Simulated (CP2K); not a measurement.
# One shape, several levels: quartet CF

We compute a comparison of 3 runs (UBLYP-D3(BJ)/DZVP-MOLOPT-SR-GTH, UPBE/DZVP-MOLOPT-SR-GTH, UPBE/cc-pVTZ) of quartet CF. 

Program for the calculation: CP2K 2026.2.

2 further runs of the same task are left out: 2 that didn't finish.

## Step 1: The molecule

CF has 2 atoms, charge 0, and is taken as a quartet. SMILES of the parent species: `[C]F`. The coordinates come from a PBE0-D4/def2-TZVP relaxation. That shape belongs to the parent species and isn't relaxed for this state.

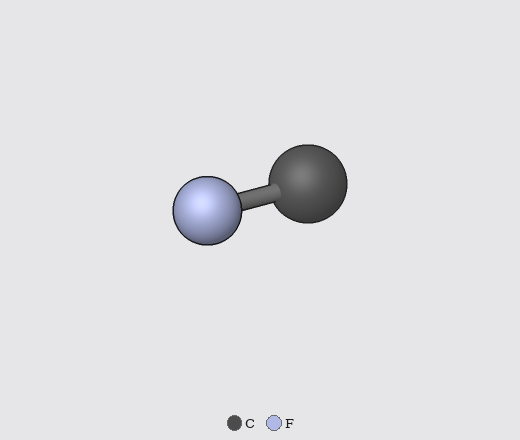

Viewed from a chosen angle; carbon dark grey, fluorine light blue.

## Step 2: A single-point energy at UBLYP-D3(BJ)/DZVP-MOLOPT-SR-GTH (core potential) (run 1)

qs.inp

```
&GLOBAL
 PROJECT qs
 RUN_TYPE ENERGY
 PRINT_LEVEL MEDIUM
&END

&FORCE_EVAL
 METHOD QS
 &DFT
  BASIS_SET_FILE_NAME BASIS_MOLOPT
  POTENTIAL_FILE_NAME GTH_POTENTIALS
  CHARGE 0
  MULTIPLICITY 4
  LSD T
  # Quickstep
  &QS
   METHOD GPW
   EPS_DEFAULT 1.0E-10
  &END
  # plane-wave cutoff in Ry
  &MGRID
   CUTOFF 400
   REL_CUTOFF 50
   NGRIDS 4
  &END
  &POISSON
   PERIODIC NONE
   POISSON_SOLVER MULTIPOLE
  &END
  &SCF
   SCF_GUESS ATOMIC
   EPS_SCF 1.0E-06
   MAX_SCF 30
   &OT ON
    MINIMIZER CG
    PRECONDITIONER FULL_ALL
   &END
   &OUTER_SCF
    EPS_SCF 1.0E-06
    MAX_SCF 10
   &END
  &END
  &XC
   &XC_FUNCTIONAL BLYP
   &END
   &VDW_POTENTIAL
    POTENTIAL_TYPE PAIR_POTENTIAL
    &PAIR_POTENTIAL
     TYPE DFTD3(BJ)
     PARAMETER_FILE_NAME dftd3.dat
     REFERENCE_FUNCTIONAL BLYP
     R_CUTOFF 15
    &END
   &END
  &END
  &PRINT
   &MOMENTS
    PERIODIC F
    REFERENCE COM
    MAX_MOMENT 1
   &END
   &MO_CUBES
    NLUMO 1
    NHOMO -1
    WRITE_CUBE F
   &END
   &HIRSHFELD OFF
   &END
  &END
 &END
 # atoms, cell and kinds
 &SUBSYS
  # box in angstrom
  &CELL
   ABC [angstrom] 7 7 8.3
   PERIODIC NONE
  &END
  &COORD
   C      3.500000     3.500000     3.515880
   F      3.500000     3.500000     4.784120
  &END
  &KIND C
   BASIS_SET DZVP-MOLOPT-SR-GTH-q4
   POTENTIAL GTH-BLYP-q4
  &END
  &KIND F
   BASIS_SET DZVP-MOLOPT-SR-GTH-q7
   POTENTIAL GTH-BLYP-q7
  &END
 &END
&END
```

Started as:

```bash
$ OMP_NUM_THREADS=1 cp2k.psmp -i qs.inp -o qs.out
```

Output:

```text
CP2K| version string:                                       CP2K version 2026.2
[...]
 GLOBAL| Method name                                                        CP2K
[...]
 GLOBAL| Run type                                                         ENERGY
[...]
 DFT| Spin unrestricted (spin-polarized) Kohn-Sham calculation               UKS
 DFT| Multiplicity                                                             4
[...]
 DFT| Charge                                                                   0
[...]
 FUNCTIONAL| BECKE88:
 FUNCTIONAL| LYP:
[...]
 QS| Method:                                                                 GPW
[...]
 QS| Density cutoff [a.u.]:                                                200.0
[...]
 QS| Relative density cutoff [a.u.]:                                        25.0
[...]
                             - Atoms:                                          2
[...]
                             - Spherical basis functions:                     26
[...]
 Number of electrons:                                                          7
[...]
     1 OT CG       0.15E+00    0.8     0.13794693       -28.6260145373 -2.86E+01
[...]
  *** SCF run converged in    27 steps ***
[...]
  Overlap energy of the core charge distribution:               0.00000002432658
  Self energy of the core charge distribution:                -77.99107392169240
  Core Hamiltonian energy:                                     22.43220013910906
  Hartree energy:                                              32.29399294849442
  Exchange-correlation energy:                                 -6.34002571832231
  Dispersion energy:                                           -0.00065831373767
  Total energy:                                               -29.60556484182232
[...]
 ENERGY| Total FORCE_EVAL ( QS ) energy [hartree]            -29.605564841822318
[...]
```

Run time: 35 s. Hardware: 1 thread of Arm Neoverse V1, shared host; peak memory 0.53 GiB.

## Step 3: The energy at UPBE/DZVP-MOLOPT-SR-GTH (core potential) (run 2)

job.inp

```
&GLOBAL
 PROJECT_NAME job
 RUN_TYPE ENERGY
 PRINT_LEVEL MEDIUM
&END

&FORCE_EVAL
 METHOD QS
 &DFT
  BASIS_SET_FILE_NAME BASIS_MOLOPT
  POTENTIAL_FILE_NAME GTH_POTENTIALS
  MULTIPLICITY 4
  SPIN_POLARIZED T
  &QS
   METHOD GPW
   EPS_DEFAULT 1.0E-10
  &END
  # real-space grids
  &MGRID
   CUTOFF 400
   REL_CUTOFF 50
   NGRIDS 4
  &END
  # no periodic images
  &POISSON
   PERIODIC NONE
   POISSON_SOLVER MULTIPOLE
  &END
  # SCF settings
  &SCF
   SCF_GUESS ATOMIC
   EPS_SCF 1.0E-06
   MAX_SCF 30
   &OT
    MINIMIZER DIIS
    PRECONDITIONER FULL_ALL
   &END
   &OUTER_SCF
    EPS_SCF 1.0E-06
    MAX_SCF 5
   &END
  &END
  # exchange and correlation
  &XC
   &XC_FUNCTIONAL PBE
   &END
  &END
  # extra output
  &PRINT
   &MOMENTS
    PERIODIC F
    REFERENCE COM
    MAX_MOMENT 1
   &END
   &MO_CUBES
    NLUMO 1
    NHOMO -1
    WRITE_CUBE F
   &END
   &HIRSHFELD OFF
   &END
  &END
 &END
 # atoms, cell and kinds
 &SUBSYS
  &CELL
   ABC 7 7 8.3
   PERIODIC NONE
  &END
  &COORD
   C      0.000000     0.000000     0.003080
   F      0.000000     0.000000     1.271320
  &END
  &TOPOLOGY
   &CENTER_COORDINATES
   &END
  &END
  &KIND C
   BASIS_SET DZVP-MOLOPT-SR-GTH-q4
   POTENTIAL GTH-PBE-q4
  &END
  &KIND F
   BASIS_SET DZVP-MOLOPT-SR-GTH-q7
   POTENTIAL GTH-PBE-q7
  &END
 &END
&END
```

Started as:

```bash
$ OMP_NUM_THREADS=1 cp2k.psmp -i job.inp -o job.out
```

Output:

```text
CP2K| version string:                                       CP2K version 2026.2
[...]
 GLOBAL| Method name                                                        CP2K
[...]
 GLOBAL| Run type                                                         ENERGY
[...]
 DFT| Spin unrestricted (spin-polarized) Kohn-Sham calculation               UKS
 DFT| Multiplicity                                                             4
[...]
 DFT| Charge                                                                   0
[...]
 FUNCTIONAL| PBE:
 QS| Method:                                                                 GPW
[...]
 QS| Density cutoff [a.u.]:                                                200.0
[...]
 QS| Relative density cutoff [a.u.]:                                        25.0
[...]
                             - Atoms:                                          2
[...]
                             - Spherical basis functions:                     26
[...]
 Number of electrons:                                                          7
[...]
     1 OT DIIS     0.15E+00    0.8     0.13800057       -28.6356462351 -2.86E+01
[...]
    29 OT DIIS     0.15E+00    0.9     0.00000071       -29.6305382443 -1.15E-10
  *** SCF run converged in    29 steps ***
[...]
  Overlap energy of the core charge distribution:               0.00000002648344
  Self energy of the core charge distribution:                -77.64744064912806
  Core Hamiltonian energy:                                     22.37532245854119
  Hartree energy:                                              32.01226665869528
  Exchange-correlation energy:                                 -6.37068673893657
  Total energy:                                               -29.63053824434472
[...]
 HOMO - LUMO gap [eV] :    6.570775
 ENERGY| Total FORCE_EVAL ( QS ) energy [hartree]            -29.630538244344717
[...]
```

Wall time 28 s (1 thread of Arm Neoverse V1, shared host); peak memory 0.51 GiB.

## Step 4: A single-point energy at UPBE/cc-pVTZ (run 3)

molecule.xyz

```xyz
2

C      0.000000     0.000000     0.003080
F      0.000000     0.000000     1.271320
```

run.inp

```
&GLOBAL
 PROJECT_NAME run
 RUN_TYPE ENERGY
 PRINT_LEVEL MEDIUM
&END GLOBAL

&FORCE_EVAL
 METHOD QUICKSTEP
 &DFT
  BASIS_SET_FILE_NAME ./cc_pvtz.basis
  POTENTIAL_FILE_NAME POTENTIAL
  MULTIPLICITY 4
  LSD T
  &QS
   METHOD GAPW
   EPS_DEFAULT 1.0E-10
  &END QS
  &MGRID
   CUTOFF 280
   REL_CUTOFF 50
   NGRIDS 4
  &END MGRID
  &POISSON
   PERIODIC NONE
   POISSON_SOLVER MULTIPOLE
  &END POISSON
  &SCF
   SCF_GUESS ATOMIC
   EPS_SCF 1.0E-06
   MAX_SCF 40
   &OT
    MINIMIZER DIIS
    PRECONDITIONER FULL_SINGLE_INVERSE
   &END OT
   &OUTER_SCF
    EPS_SCF 1.0E-06
    MAX_SCF 10
   &END OUTER_SCF
  &END SCF
  &XC
   &XC_FUNCTIONAL
    &GGA_X_PBE
    &END GGA_X_PBE
    &GGA_C_PBE
    &END GGA_C_PBE
   &END XC_FUNCTIONAL
  &END XC
  &PRINT
   &MOMENTS
    PERIODIC F
    REFERENCE COM
    MAX_MOMENT 1
   &END MOMENTS
   &MO_CUBES
    NLUMO 3
    NHOMO -1
    WRITE_CUBE F
   &END MO_CUBES
   &LOWDIN ON
   &END LOWDIN
   &HIRSHFELD OFF
   &END HIRSHFELD
   &MO_MOLDEN ON
    NDIGITS 8
    NLUMO 3
   &END MO_MOLDEN
  &END PRINT
 &END DFT
 &SUBSYS
  &CELL
   ABC 7 7 8.3
   PERIODIC NONE
  &END CELL
  &TOPOLOGY
   COORD_FILE_NAME molecule.xyz
   COORD_FILE_FORMAT XYZ
   &CENTER_COORDINATES
   &END CENTER_COORDINATES
  &END TOPOLOGY
  &KIND C
   BASIS_SET cc-pVTZ
   POTENTIAL ALL
   LEBEDEV_GRID 194
   RADIAL_GRID 100
  &END KIND
  &KIND F
   BASIS_SET cc-pVTZ
   POTENTIAL ALL
   LEBEDEV_GRID 194
   RADIAL_GRID 100
  &END KIND
 &END SUBSYS
&END FORCE_EVAL
```

Started as:

```bash
$ OMP_NUM_THREADS=1 cp2k.psmp -i run.inp > run.out 2>&1
```

Output:

```text
CP2K| version string:                                       CP2K version 2026.2
[...]
 GLOBAL| Method name                                                        CP2K
[...]
 GLOBAL| Run type                                                         ENERGY
[...]
 DFT| Spin unrestricted (spin-polarized) Kohn-Sham calculation               UKS
 DFT| Multiplicity                                                             4
[...]
 DFT| Charge                                                                   0
[...]
 FUNCTIONAL| GGA_X_PBE:
[...]
 FUNCTIONAL| GGA_C_PBE:
[...]
 QS| Method:                                                                GAPW
[...]
 QS| Density cutoff [a.u.]:                                                140.0
[...]
 QS| Relative density cutoff [a.u.]:                                        25.0
[...]
                             - Atoms:                                          2
[...]
                             - Spherical basis functions:                     60
[...]
 Number of electrons:                                                          9
[...]
     1 OT DIIS     0.80E-01    0.9     0.48960164      -130.7967630102 -1.31E+02
[...]
     1 OT DIIS     0.80E-01    1.8     0.00000079      -137.5570469785  3.75E-12
  *** SCF run converged in     1 steps ***
[...]
  Overlap energy of the core charge distribution:               0.00000013074683
  Self energy of the core charge distribution:               -133.67613630384938
  Core Hamiltonian energy:                                    -11.95382547689173
  Hartree energy:                                              22.32655842042006
  Exchange-correlation energy:                                 -6.30316937366310
[...]
 HOMO - LUMO gap [eV] :    4.988322
 ENERGY| Total FORCE_EVAL ( QS ) energy [hartree]           -137.557046978522919
[...]
```

It took 1.9 min on 1 thread of Arm Neoverse V1, shared host; peak memory 0.37 GiB.

## Step 5: All runs side by side

| run | level | core potential | ot minimizer | energy (Eh) | dipole moment (D) | HOMO energy (eV) | ⟨S²⟩ | wall time |
| --- | --- | --- | --- | --- | --- | --- | --- | --- |
| 1 | UBLYP-D3(BJ)/DZVP-MOLOPT-SR-GTH (core potential) | GTH-BLYP | CG | -29.605565 | 0.54 | -4.51 | 3.752 | 35 s |
| 2 | UPBE/DZVP-MOLOPT-SR-GTH (core potential) | GTH-PBE | DIIS | -29.630538 | 0.52 | -4.77 | 3.752 | 28 s |
| 3 | UPBE/cc-pVTZ | none | DIIS | -137.557047 | 0.29 | -4.97 | 3.752 | 1.9 min |

## Step 6: Results

| quantity | value |
| --- | --- |
| run 3: total energy | -137.55705 Eh |
| run 3: dipole moment | 0.29 D |
| run 3: HOMO energy (highest over α and β) | -4.97 eV |
| run 3: ⟨S²⟩ | 3.752 |

What this shows: The dipole moment (its size) runs from 0.29 D (UPBE/cc-pVTZ) to 0.54 D (UBLYP-D3(BJ)/DZVP-MOLOPT-SR-GTH). The two ends differ in method and basis and core potential. Totals of different functionals can't be ranked against each other. Some runs of one species differ in core potentials or relativity; totals across that change don't compare. All runs together took 2.9 min, the longest 1.9 min.
